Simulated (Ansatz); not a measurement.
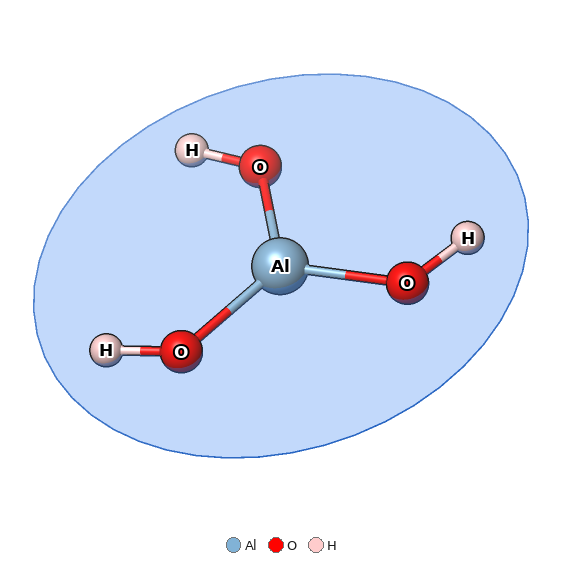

All proper rotation axes (lines) and mirror planes (discs) of the structure are drawn in. Atoms fade into the background with distance from the viewer. Computed geometry: PBE0-D4/def2-TZVP optimisation.

Q: Name the symmetry elements and the point group.

A: It has 1 mirror plane. Point group Cs. The group has 2 operations. The geometry is achiral, and symmetry allows a dipole moment.
